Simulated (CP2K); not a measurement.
# BNH4 (SMILES BN): GFN1-xTB

Aim: the vertical ionisation energy of BNH4 at GFN1-xTB, from 2 runs. 

Program for the calculation: CP2K 2026.2.

4 further runs of the same task are left out: 2 that didn't finish, 2 set aside as unsound or not needed.

## (1) The structure to begin with

BNH4 has 6 atoms, charge 0, and is taken as a singlet. As SMILES, `BN`. Geometry: relaxed at PBE0-D4/def2-TZVP.

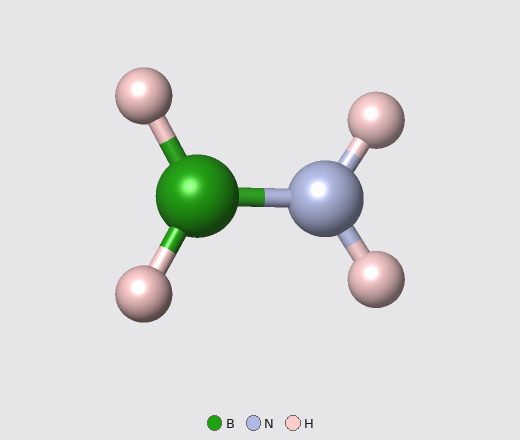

The structure, seen from a chosen angle (boron green, nitrogen light blue, hydrogen pink).

## (2) The energy at GFN1-xTB

The input, molecule.xyz:

```xyz
6

B     -0.128200    -0.679600    -0.025600
N      0.146100     0.677400     0.010800
H      0.225800    -1.368000     0.887500
H     -0.712000    -1.128700    -0.969200
H     -0.121600     1.313700    -0.720800
H      0.632000     1.121400     0.771300
```

The input, job.inp:

```
&GLOBAL
   PROJECT_NAME job
   RUN_TYPE ENERGY
   PRINT_LEVEL MEDIUM
&END GLOBAL
&FORCE_EVAL
   METHOD Quickstep
   &DFT
      &QS
         METHOD XTB
         EPS_DEFAULT 1.0E-10
         &XTB
            GFN_TYPE 1
            CHECK_ATOMIC_CHARGES F
         &END XTB
      &END QS
      &POISSON
         PERIODIC NONE
         POISSON_SOLVER ANALYTIC
      &END POISSON
      &SCF
         SCF_GUESS ATOMIC
         EPS_SCF 1.0E-06
         MAX_SCF 80
         ADDED_MOS 2
         &DIAGONALIZATION
            ALGORITHM STANDARD
         &END DIAGONALIZATION
         &MIXING
            METHOD BROYDEN_MIXING
            ALPHA 0.4
            NBUFFER 8
         &END MIXING
      &END SCF
      &PRINT
         &MOMENTS
            PERIODIC F
            REFERENCE COM
            MAX_MOMENT 1
         &END MOMENTS
         &MO ON
            ENERGIES T
            OCCUPATION_NUMBERS T
            NDIGITS 6
            &EACH
               QS_SCF 0
            &END EACH
            ADD_LAST NUMERIC
         &END MO
         &HIRSHFELD OFF
         &END HIRSHFELD
      &END PRINT
   &END DFT
   &SUBSYS
      &CELL
         ABC 11.3 12.7 11.9
         PERIODIC NONE
      &END CELL
      &TOPOLOGY
         COORD_FILE_NAME molecule.xyz
         COORD_FILE_FORMAT XYZ
         &CENTER_COORDINATES
         &END CENTER_COORDINATES
      &END TOPOLOGY
   &END SUBSYS
&END FORCE_EVAL
```

Run with:

```
$ OMP_NUM_THREADS=1 cp2k.psmp job.inp > job.out
```

What it wrote:

```text
CP2K| version string:                                       CP2K version 2026.2
[...]
 GLOBAL| Method name                                                        CP2K
[...]
 GLOBAL| Run type                                                         ENERGY
[...]
                             - Atoms:                                          6
[...]
                             - Spherical basis functions:                     16
[...]
 Number of electrons:                                                         12
[...]
     1 NoMix/Diag. 0.40E+00    0.0     0.34067929        -6.7459464202 -6.75E+00
[...]
    25 Broy./Diag. 0.40E+00    0.0     0.00000023        -6.7647879795 -1.51E-07
  *** SCF run converged in    25 steps ***
[...]
 TB_DIPOLE| Moment [Debye]          0.29441203       1.45755998       0.03904664
 TB_DIPOLE| Derivative [a.u.]       0.00000000       0.00000000       0.00000000
[...]
 ENERGY| Total FORCE_EVAL ( QS ) energy [hartree]             -6.764787979459178
[...]
```

Wall time 0.34 s (1 thread of Arm Neoverse V1, shared host).

## (3) The doublet cation, same level

molecule.xyz is that of step 2.

The input, mol.inp:

```
&GLOBAL
    PROJECT mol
    RUN_TYPE ENERGY
    PRINT_LEVEL MEDIUM
&END

&FORCE_EVAL
    METHOD QUICKSTEP
    &DFT
        CHARGE 1
        MULTIPLICITY 2
        SPIN_POLARIZED T
        &QS
            METHOD XTB
            EPS_DEFAULT 1.0E-10
            &XTB
                GFN_TYPE 1
                CHECK_ATOMIC_CHARGES F
            &END
        &END
        &POISSON
            PERIODIC NONE
            POISSON_SOLVER ANALYTIC
        &END
        &SCF
            SCF_GUESS ATOMIC
            EPS_SCF 1.0E-06
            MAX_SCF 40
            &OT
                MINIMIZER CG
                PRECONDITIONER FULL_SINGLE_INVERSE
            &END
            &OUTER_SCF
                EPS_SCF 1.0E-06
                MAX_SCF 10
            &END
        &END
        &PRINT
            &MOMENTS
                PERIODIC F
                REFERENCE COM
                MAX_MOMENT 1
            &END
            &MO_CUBES
                NLUMO 3
                NHOMO -1
                WRITE_CUBE F
            &END
            &HIRSHFELD OFF
            &END
        &END
    &END
    &SUBSYS
        &CELL
            ABC 11.3 12.7 11.9
            PERIODIC NONE
        &END
        &TOPOLOGY
            COORD_FILE_NAME molecule.xyz
            COORD_FILE_FORMAT XYZ
            &CENTER_COORDINATES
            &END
        &END
    &END
&END
```

Run with:

```
$ OMP_NUM_THREADS=1 cp2k.psmp -i mol.inp > mol.out 2>&1
```

What it wrote:

```text
CP2K| version string:                                       CP2K version 2026.2
[...]
 GLOBAL| Method name                                                        CP2K
[...]
 GLOBAL| Run type                                                         ENERGY
[...]
                             - Atoms:                                          6
[...]
                             - Spherical basis functions:                     16
[...]
 Number of electrons:                                                          6
[...]
     1 OT CG       0.80E-01    0.0     0.06205833        -6.1403049184 -6.14E+00
[...]
    29 OT CG       0.27E+00    0.0     0.00000096        -6.1836301408 -6.11E-11
  *** SCF run converged in    29 steps ***
[...]
 TB_DIPOLE| Moment [Debye]         -0.22739626      -1.12448875      -0.03016858
 TB_DIPOLE| Derivative [a.u.]       0.00000000       0.00000000       0.00000000
[...]
 ENERGY| Total FORCE_EVAL ( QS ) energy [hartree]             -6.183630140839656
[...]
```

Run time: 0.88 s. Hardware: 1 thread of Arm Neoverse V1, shared host.

## (4) Results

At GFN1-xTB:

```
                                               quantity         value
                             singlet BNH4: total energy   -6.76479 Eh
singlet BNH4: dipole moment (from atomic charges alone)        1.49 D
                              singlet BNH4: HOMO energy     -11.83 eV
                              singlet BNH4: LUMO energy      -5.66 eV
                            singlet BNH4: HOMO–LUMO gap       6.18 eV
                        singlet BNH4: dispersion energy  -2.22 kJ/mol
                           doublet cation: total energy   -6.18363 Eh
     doublet cation: HOMO energy (highest over α and β)     -19.76 eV
                      doublet cation: dispersion energy  -2.22 kJ/mol
     vertical ionisation energy (to the doublet cation)     15.814 eV
```

**Reading.** The vertical ionisation energy comes to 15.81 eV (365 kcal/mol). No empirical shift is applied, and without it xTB methods put this difference several eV too high. The dipole (singlet BNH4) comes from point charges on the atoms alone, without atomic dipoles, so it is partial.
